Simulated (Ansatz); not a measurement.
The parent structure is La$_{2}$O$_{3}$ (space group P-3m1, No. 164; a = 3.940 Å, c = 6.188 Å).

Structures relaxed with PBE (Ansatz, a program for electronic structure; PAW; 420 eV plane waves; no spin-orbit coupling).

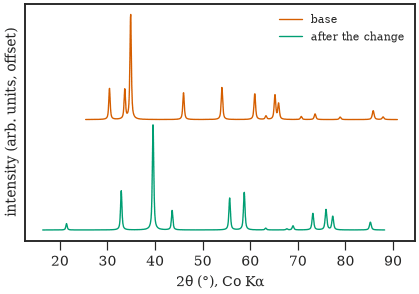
Simulated powder patterns before (top) and after one change

Task: What was done to the base?
(A) pressure 15 GPa
(B) pressure 50 GPa
(C) pressure −2 GPa
(D) pressure 100 GPa

Result: D, pressure 100 GPa. Its volume per atom is 11.13 Å³ against 16.64 Å³, and its space group is P-3m1 (No. 164).

Load acts through the strain it causes; cell and atoms are relaxed under it. Whether these cells are dynamically stable was not tested. No other phases were tried under pressure.
